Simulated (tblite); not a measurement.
# C8H16SSi: the cost of one run

The runs use tblite 0.8.0 and PySCF 2.14.0, with density-fitted response routines of our own; the level of theory stands in each step. All values are computed, except where a source is named. Atoms count from 0, in the outputs and in this text.

## (1) Starting geometry

26 atoms, charge 0, multiplicity 1; geometry from: force field or distance geometry start.

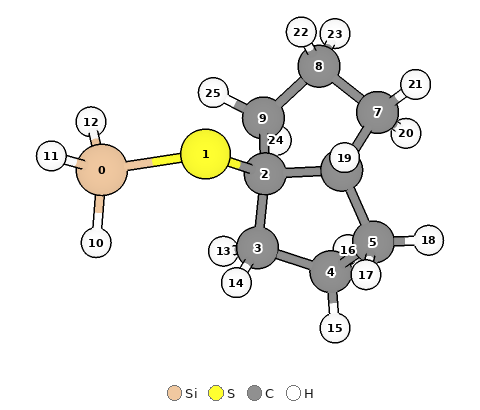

The starting geometry (silicon light orange, sulfur yellow, carbon grey, hydrogen white), atoms numbered.

## (2) Geometry optimisation with GFN2-xTB

The job: settings as JSON, then the geometry in Å.

```
{"job": {"kind": "relax", "xc": "GFN2-xTB", "basis": "xTB"}, "charge": 0, "multiplicity": 1}
Si     3.547000    -0.161300     0.132500
S      1.863400     0.447800    -1.086100
C      0.355300     0.018500    -0.137600
C      0.257300    -1.470200     0.186200
C     -1.222900    -1.819500     0.068400
C     -1.652300    -1.023900    -1.166100
C     -0.903400     0.311200    -1.035800
C     -1.714300     1.381100    -0.288000
C     -0.700800     2.082900     0.585500
C      0.154400     0.938100     1.090100
H      3.428800    -1.616000     0.397700
H      4.794300     0.137200    -0.588900
H      3.490600     0.585900     1.426800
H      0.638300    -1.716200     1.192600
H      0.811700    -2.080700    -0.524700
H     -1.390700    -2.890400    -0.053100
H     -1.774300    -1.485100     0.950700
H     -1.310100    -1.547800    -2.068700
H     -2.733900    -0.906200    -1.225000
H     -0.648700     0.689300    -2.024200
H     -2.504500     0.931400     0.336100
H     -2.212400     2.068200    -0.985200
H     -0.105200     2.800600     0.006900
H     -1.186100     2.628700     1.402000
H     -0.381400     0.415900     1.885000
H      1.078900     1.303000     1.536100
```

The run is started by

```
OMP_NUM_THREADS=1 python probes_run.py task.json out
```

The driver reads the jobs from task.json and runs them one after another.

**Question.** How long does this first job take on 1 thread of AMD EPYC, shared host, and how much memory does it need?

About 1.7 s, with a peak of 0.18 GiB.
